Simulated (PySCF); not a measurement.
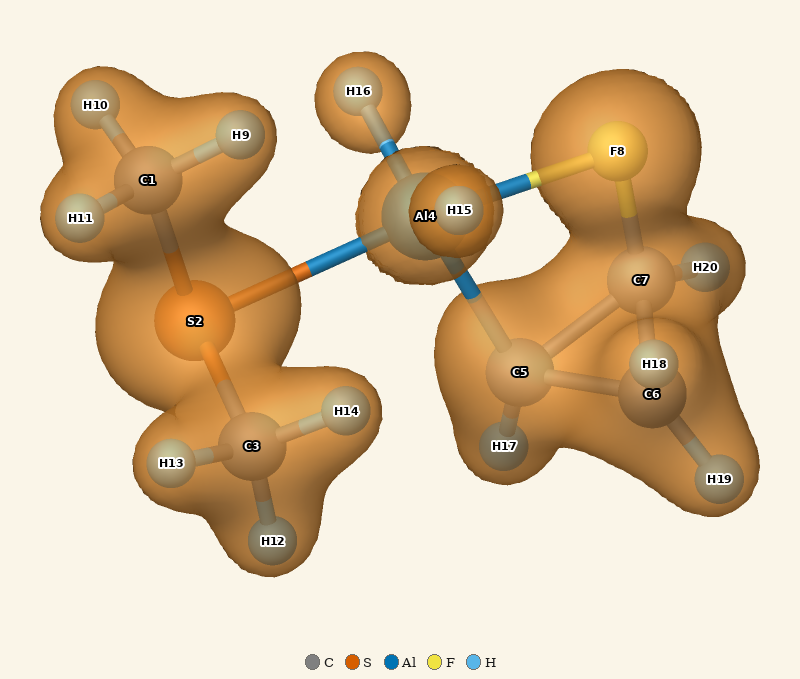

The picture shows: C$_{5}$H$_{12}$AlFS. Isosurface of the electron density at 0.6 e/Å³ (orange), seen at a tilt.

Geometry: GFN2-xTB.

All numbers below come from PBE0/pcSseg-1, SCF density, gas phase, non-relativistic in PySCF.

```xyz
20

C    -2.6522    1.2429   -0.1346
S    -1.7267    0.1209   -1.2058
C    -1.8142   -1.4091   -0.2374
Al    0.3663    0.8884   -0.1291
C     1.6485   -0.4643   -0.9268
C     2.4053   -1.0035    0.2768
C     2.7722    0.2994   -0.3079
F     2.2754    1.4013    0.4275
H    -2.0738    1.4602    0.7627
H    -2.8132    2.1563   -0.6977
H    -3.6058    0.7893    0.1172
H    -1.3754   -2.1909   -0.8488
H    -2.8543   -1.6398   -0.0297
H    -1.2475   -1.2967    0.6861
H    -0.0865    0.5472    1.3458
H     0.1363    2.3099   -0.7333
H     1.8947   -0.9542   -1.8649
H     1.9158   -0.9671    1.2447
H     3.0944   -1.8284    0.1591
H     3.7354    0.5490   -0.7263
```

Question: How is the density connected at this value?

Answer: At this value the surface falls into five separate pieces. It bridges the sampled C–F (1.41 Å), C–C (1.47 Å) and C–S (1.81 Å) contacts, where the density stays above the isovalue. It is pinched off along the sampled C–Al (2.03 Å) contacts. On the grid the lowest density along these lines, outside the cores, is 1.4 e/Å³ (C–F, 1.41 Å), 1.7 e/Å³ (C–C, 1.47 Å), 1.3 e/Å³ (C–S, 1.81 Å) and 0.5 e/Å³ (C–Al, 2.03 Å).
